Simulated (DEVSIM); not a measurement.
Structure: Ru/AlN/n-Ge capacitor, at 300 K.

| layer (left to right) | material | thickness (nm) | Nd (cm⁻³) |
|---|---|---|---|
| 1 | AlN | 12.0 | - |
| 2 | Ge | 16000 | 1.4e15 |

Metal gate on the left, work function 4.7 eV. Fixed charge at the semiconductor interface 3e11 cm⁻² (in units of +e); no interface traps.

The device is made up for the run: typed textbook-type constants, with dimensions and the other settings drawn at random. Values at 300 K.

| parameter | AlN | Ge |
|---|---|---|
| gap (eV) | 6.1 | 0.664 |
| affinity (eV) | 1.9 | 4 |
| permittivity | 8.5 | 16 |
| Nc (cm⁻³) | - | 1.04e19 |
| Nv (cm⁻³) | - | 6e18 |

DEVSIM, 1D Poisson equation in equilibrium, Boltzmann statistics, complete ionisation; no quantum confinement or tunnelling. Metal contacts follow the ideal Schottky-Mott rule: no Fermi-level pinning, no interface dipoles.

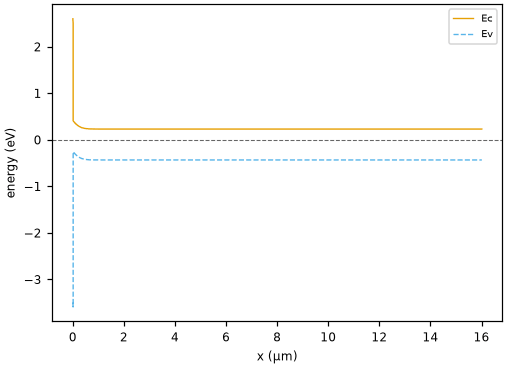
Figure. Band edges at 0.2 V on the gate

Energies count from the Fermi level of the right contact; mesh points crowd at the junctions.

```json
[
 {"x (μm)": "0.000", "Ec (eV)": "2.600", "Ev (eV)": "-3.500", "n (cm⁻³)": "< 1e2", "p (cm⁻³)": "< 1e2", "field (V/cm)": "-77000"},
 {"x (μm)": "0.001657", "Ec (eV)": "2.587", "Ev (eV)": "-3.513", "n (cm⁻³)": "< 1e2", "p (cm⁻³)": "< 1e2", "field (V/cm)": "-77000"},
 {"x (μm)": "0.005206", "Ec (eV)": "2.560", "Ev (eV)": "-3.540", "n (cm⁻³)": "< 1e2", "p (cm⁻³)": "< 1e2", "field (V/cm)": "-77000"},
 {"x (μm)": "0.009466", "Ec (eV)": "2.527", "Ev (eV)": "-3.573", "n (cm⁻³)": "< 1e2", "p (cm⁻³)": "< 1e2", "field (V/cm)": "-77000"},
 {"x (μm)": "0.01199", "Ec (eV)": "2.507", "Ev (eV)": "-3.592", "n (cm⁻³)": "< 1e2", "p (cm⁻³)": "< 1e2", "field (V/cm)": "-61000"},
 {"x (μm)": "0.01374", "Ec (eV)": "0.406", "Ev (eV)": "-0.258", "n (cm⁻³)": "1.6e12", "p (cm⁻³)": "2.8e14", "field (V/cm)": "-7000"},
 {"x (μm)": "0.01833", "Ec (eV)": "0.403", "Ev (eV)": "-0.261", "n (cm⁻³)": "1.8e12", "p (cm⁻³)": "2.5e14", "field (V/cm)": "-6900"},
 {"x (μm)": "0.03798", "Ec (eV)": "0.390", "Ev (eV)": "-0.274", "n (cm⁻³)": "2.9e12", "p (cm⁻³)": "1.5e14", "field (V/cm)": "-6600"},
 {"x (μm)": "0.08095", "Ec (eV)": "0.363", "Ev (eV)": "-0.301", "n (cm⁻³)": "8.3e12", "p (cm⁻³)": "5.3e13", "field (V/cm)": "-5800"},
 {"x (μm)": "0.1920", "Ec (eV)": "0.308", "Ev (eV)": "-0.356", "n (cm⁻³)": "7.0e13", "p (cm⁻³)": "6.3e12", "field (V/cm)": "-4100"},
 {"x (μm)": "0.4787", "Ec (eV)": "0.243", "Ev (eV)": "-0.421", "n (cm⁻³)": "8.7e14", "p (cm⁻³)": "5.0e11", "field (V/cm)": "-900"},
 {"x (μm)": "1.651", "Ec (eV)": "0.230", "Ev (eV)": "-0.434", "n (cm⁻³)": "1.4e15", "p (cm⁻³)": "3.1e11", "field (V/cm)": "≈ 0"},
 {"x (μm)": "4.247", "Ec (eV)": "0.230", "Ev (eV)": "-0.434", "n (cm⁻³)": "1.4e15", "p (cm⁻³)": "3.1e11", "field (V/cm)": "≈ 0"},
 {"x (μm)": "10.12", "Ec (eV)": "0.230", "Ev (eV)": "-0.434", "n (cm⁻³)": "1.4e15", "p (cm⁻³)": "3.1e11", "field (V/cm)": "≈ 0"},
 {"x (μm)": "14.33", "Ec (eV)": "0.230", "Ev (eV)": "-0.434", "n (cm⁻³)": "1.4e15", "p (cm⁻³)": "3.1e11", "field (V/cm)": "≈ 0"},
 {"x (μm)": "15.36", "Ec (eV)": "0.230", "Ev (eV)": "-0.434", "n (cm⁻³)": "1.4e15", "p (cm⁻³)": "3.1e11", "field (V/cm)": "≈ 0"},
 {"x (μm)": "15.76", "Ec (eV)": "0.230", "Ev (eV)": "-0.434", "n (cm⁻³)": "1.4e15", "p (cm⁻³)": "3.1e11", "field (V/cm)": "≈ 0"},
 {"x (μm)": "15.92", "Ec (eV)": "0.230", "Ev (eV)": "-0.434", "n (cm⁻³)": "1.4e15", "p (cm⁻³)": "3.1e11", "field (V/cm)": "≈ 0"},
 {"x (μm)": "15.99", "Ec (eV)": "0.230", "Ev (eV)": "-0.434", "n (cm⁻³)": "1.4e15", "p (cm⁻³)": "3.1e11", "field (V/cm)": "≈ 0"},
 {"x (μm)": "16.00", "Ec (eV)": "0.230", "Ev (eV)": "-0.434", "n (cm⁻³)": "1.4e15", "p (cm⁻³)": "3.1e11", "field (V/cm)": "≈ 0"},
 {"x (μm)": "16.01", "Ec (eV)": "0.230", "Ev (eV)": "-0.434", "n (cm⁻³)": "1.4e15", "p (cm⁻³)": "3.1e11", "field (V/cm)": "≈ 0"},
 {"x (μm)": "16.01", "Ec (eV)": "0.230", "Ev (eV)": "-0.434", "n (cm⁻³)": "1.4e15", "p (cm⁻³)": "3.1e11", "field (V/cm)": "≈ 0"}
]
```
